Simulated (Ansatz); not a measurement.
# AlBr+ (sextet): one geometry, many settings

Aim: run AlBr+ (sextet) at one geometry under a spread of methods and options, and see what each costs and gives.

Method: the settings change from run to run; program: Ansatz 0.2.0, Gaussian basis.

24 further runs of the same task are left out: 8 for a known fault of the program, 8 that didn't finish, 8 set aside as unsound or not needed.

### 1 The system

The geometry is a PBE0/def2-TZVP stationary point (not a proven minimum) of the parent state, kept for this charge and spin. No spin-orbit coupling is included. The filled d shell of Br may be among the frozen orbitals whatever the setting's name suggests; the logs give the count.

2 atoms, charge 1, spin multiplicity 6.

Atoms are counted from 1 here; the program's logs count them from 0.

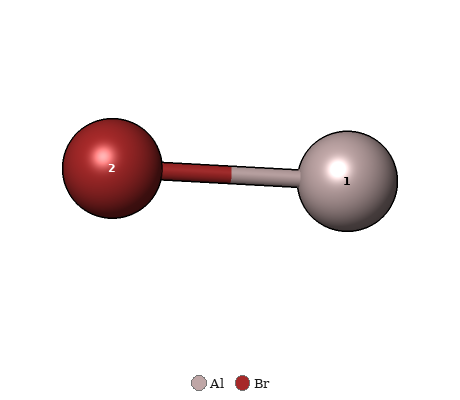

The structure; aluminium light grey, bromine red; atoms are numbered from 1 in the order of the file.

### 2 CCSD/cc-pVDZ

in.yaml reads:

```yaml
crystal:
  periodic: [false, false, false]
  atoms:
    - {symbol: Al, position_ang: [0.000000, 0.000000, 0.000000]}
    - {symbol: Br, position_ang: [0.000000, 0.000000, 2.526700]}
basis:
  gaussian: {orbitals: cc-pVDZ}
total_charge: 1
magnetization: {spin_polarized: false, initial_magnetization: 5}
hamiltonian: {xc: {name: PBE0}, pseudopotentials: {relativity: none}}
correlation: {method: ccsd, electrons: all}
```

Launch:

```console
ansatz run in.yaml --threads 1 --pin off --events-out ev --progress --plain --max-ram 2393MiB
```

The log of the run:

```text
Functional definition: PBE0
  name "PBE0"
  cite "Adamo & Barone, J. Chem. Phys. 110, 6158 (1999) doi:10.1063/1.478522"
  cite "Perdew, Burke & Ernzerhof, Phys. Rev. Lett. 77, 3865 (1996) doi:10.1103/PhysRevLett.77.3865"
  parent pbe
  parameter a = 0.25
  parameter kappa = 0.804
  parameter beta = 0.06672455060314922
  exchange = (1 - a)*pbe_x(kappa = kappa, mu = beta*pi^2/3) + a*exact_x
  correlation = pbe_c(beta = beta)
497 factors; integrals over basis functions are off by at most 7.5e-4 eV
mean field evaluation 1: about -76611.6251 eV, gradient 7.1e0 eV
mean field evaluation 2: about -76611.6262 eV, gradient 7.1e0 eV
mean field evaluation 4: about -76612.0846 eV, gradient 4.1e-1 eV
mean field evaluation 8: about -76612.0851 eV, gradient 2.7e-3 eV
mean field evaluation 16: about -76612.0825 eV, gradient 3.8e-1 eV
mean field -76612.08511091 eV, -2815.4421982895 hartree, gradient 5.4e-6 eV, S^2 8.750000; 4 other end points of the search recorded, 0 dependent functions left out
mean field evaluation 32: about -76564.9918 eV, gradient 1.7e-1 eV
mean field evaluation 64: about -76562.8931 eV, gradient 8.6e-1 eV
reference -76564.64005723 eV, -2813.6986247264 hartree; 26, 21 occupied and 19, 24 virtual orbitals, 497 factors
second order -3.15520054 eV of doubles, -0.27623569 eV of singles
cycle   1  -3.72859379 eV  change   -3.0e-1 eV  update   4.6e-2
cycle   2  -3.85374972 eV  change   -1.3e-1 eV  update   1.5e-2
cycle   3  -3.85913584 eV  change   -5.4e-3 eV  update   6.0e-3
cycle   4  -3.86178715 eV  change   -2.7e-3 eV  update   3.8e-3
cycle   5  -3.86310507 eV  change   -1.3e-3 eV  update   2.3e-3
cycle   6  -3.86299303 eV  change    1.1e-4 eV  update   6.5e-4
cycle   7  -3.86313553 eV  change   -1.4e-4 eV  update   2.0e-4
cycle   8  -3.86314978 eV  change   -1.4e-5 eV  update   5.8e-5
Total energy: -76568.50320701 eV, -2813.8405928621 hartree
```

It took 3.9 s on 1 thread of Arm Neoverse V2, shared host.

From the report: correlation -3.8631 eV; T1 0.009; largest double amplitude 0.07. The orbitals are Kohn-Sham ones, so correlation energy and T1 don't compare with those on Hartree-Fock orbitals.

### 3 HF/def2-SVPD

in.yaml reads:

```yaml
crystal:
  periodic: [false, false, false]
  atoms:
    - {symbol: Al, position_ang: [0.000000, 0.000000, 0.000000]}
    - {symbol: Br, position_ang: [0.000000, 0.000000, 2.526700]}
basis:
  gaussian: {orbitals: def2-SVPD}
total_charge: 1
magnetization: {spin_polarized: false, initial_magnetization: 5}
hamiltonian: {xc: hf}
accuracy: high
output: {forces: true, orbitals: {seedname: orbitals}}
```

Same command.

The log of the run (excerpt; [...] marks lines left out):

```text
Functional definition: HF
  name "HF"
  cite "Fock, Z. Phys. 61, 126 (1930) doi:10.1007/BF01340294"
  parent pbe
[...]
1028 factors; integrals over basis functions are off by at most 4.6e-9 eV
[...]
mean field -76555.08285678 eV, -2813.3474040878 hartree, gradient 2.0e-8 eV, S^2 8.750000; 2 other end points of the search recorded, 0 dependent functions left out
[...]
reference -76555.08285678 eV, -2813.3474040878 hartree; 26, 21 occupied and 39, 44 virtual orbitals, 1028 factors
Total energy: -76555.08285678 eV, -2813.3474040878 hartree
Atom 0 at     0.000000     0.000000     0.000000 Å, force    -0.000000     0.000000    -2.386928 eV/Å
Atom 1 at     0.000000     0.000000     2.526700 Å, force     0.000000    -0.000000     2.386928 eV/Å
Dipole moment:    -0.000000     0.000000     0.451119 e Å
```

Wall time 3 s (1 thread of Arm Neoverse V2, shared host).

### 4 CCSD(T) on ROHF/def2-SVPD

Changes to in.yaml since step 3:

```diff
@@ -9,4 +9,4 @@
 magnetization: {spin_polarized: false, initial_magnetization: 5}
-hamiltonian: {xc: hf}
-accuracy: high
-output: {forces: true, orbitals: {seedname: orbitals}}
+hamiltonian: {pseudopotentials: {relativity: none}}
+correlation: {method: ccsd_t, electrons: outside_noble_gas}
+scf: {lower_state_search: light}
```

Launched as before.

The log of the run (excerpt; [...] marks lines left out):

```text
Functional definition: HF
  name "HF"
  cite "Fock, Z. Phys. 61, 126 (1930) doi:10.1007/BF01340294"
  parent pbe
[...]
605 factors; integrals over basis functions are off by at most 8.0e-4 eV
[...]
mean field -76555.08282484 eV, -2813.3474029141 hartree, gradient 2.3e-6 eV, S^2 8.750000; 14 other end points of the search recorded, 0 dependent functions left out
[...]
determinant -76555.08282484 eV, -2813.3474029141 hartree, with singles and doubles -76558.34828685 eV, -2813.4674064294 hartree
determinant -76554.13812854 eV, -2813.3126859653 hartree, with singles and doubles -76557.36761951 eV, -2813.4313675695 hartree
determinant -76553.60899955 eV, -2813.2932408335 hartree, with singles and doubles -76556.95354434 eV, -2813.4161505877 hartree
determinant -76552.97513826 eV, -2813.2699468608 hartree, with singles and doubles -76556.24100408 eV, -2813.3899652162 hartree
determinant -76552.79682715 eV, -2813.2633940483 hartree, with singles and doubles -76556.05932680 eV, -2813.3832886990 hartree
19 core orbitals not correlated: weight in the atoms' cores, before any rotation towards them, 1.000 or more for the frozen orbitals, at most 0.000 for the correlated occupied ones
reference -76555.08282484 eV, -2813.3474029141 hartree; 7, 2 occupied and 39, 44 virtual orbitals, 605 factors
second order -2.62632864 eV of doubles, -0.07882367 eV of singles
cycle   1  -3.26747616 eV  change   -1.3e-1 eV  update   1.4e-2
[...]
cycle  10  -3.27717312 eV  change   -1.7e-6 eV  update   4.0e-6
perturbative correction -0.06591479 eV, -0.0024223240 hartree
Total energy: -76558.42591276 eV, -2813.4702591289 hartree
```

Wall time 9 s (1 thread of Arm Neoverse V2, shared host).

From the report: correlation -3.3431 eV; T1 0.014; largest double amplitude 0.04.

### 5 NEVPT2(5,6)/cc-pVDZ

in.yaml reads:

```yaml
crystal:
  periodic: [false, false, false]
  atoms:
    - {symbol: Al, position_ang: [0.000000, 0.000000, 0.000000]}
    - {symbol: Br, position_ang: [0.000000, 0.000000, 2.526700]}
basis:
  gaussian: {orbitals: cc-pVDZ}
total_charge: 1
magnetization: {spin_polarized: false, initial_magnetization: 5}
correlation: {method: sc_nevpt2, electrons: outside_noble_gas, active_space: {window: {electrons: 5, orbitals: 6}}}
```

Same command.

The log of the run (excerpt; [...] marks lines left out):

```text
Functional definition: HF
  name "HF"
  cite "Fock, Z. Phys. 61, 126 (1930) doi:10.1007/BF01340294"
  parent pbe
[...]
497 factors; integrals over basis functions are off by at most 7.5e-4 eV
[...]
mean field -76564.87404083 eV, -2813.7072234649 hartree, gradient 9.4e-7 eV, S^2 8.750000; 9 other end points of the search recorded, 0 dependent functions left out
reference -76564.87404083 eV, -2813.7072234649 hartree; 26, 21 occupied and 19, 24 virtual orbitals, 497 factors
state -76564.87404083 eV, -2813.7072234649 hartree
state -76564.87404083 eV, -2813.7072234649 hartree; corrected -76567.33717503 eV, -2813.7977419771 hartree
WARN: 1 active orbitals are nearly empty or full. The corrections depend on them more than the energy does, and are more stable in an active space without them
Total energy: -76567.33717503 eV, -2813.7977419771 hartree
```

It took 2.3 s on 1 thread of Arm Neoverse V2, shared host.

From the report: 2 determinants; active occupations 1.00, 1.00, 1.00, 1.00, 1.00, 0.00. The report marks this result as in doubt.

### 6 The runs in one table

 † marks a result that the program doubts.

| level | correlated | functions | energy (eV) | time |
| --- | --- | --- | --- | --- |
| CCSD/cc-pVDZ (on PBE0 orbitals) | all | 45 | -76568.5032 | 3.9 s |
| HF/def2-SVPD |  | 65 | -76555.0829 | 3 s |
| CCSD(T) on ROHF/def2-SVPD | outside noble gas | 65 | -76558.4259 | 9 s |
| NEVPT2(5,6)/cc-pVDZ † | outside noble gas | 45 | -76567.3372 | 2.3 s |

### 7 Summary of results

| quantity | value |
| --- | --- |
| runs | 4 |
| quickest | NEVPT2(5,6)/cc-pVDZ †, 2.3 s |
| slowest | CCSD(T) on ROHF/def2-SVPD, 9 s |

What this shows: Total energies in different bases, with other cores or another treatment of relativity can't be set against each other. CCSD(T) on ROHF/def2-SVPD took 4 times as long as NEVPT2(5,6)/cc-pVDZ †; the jobs differ in more than the method.
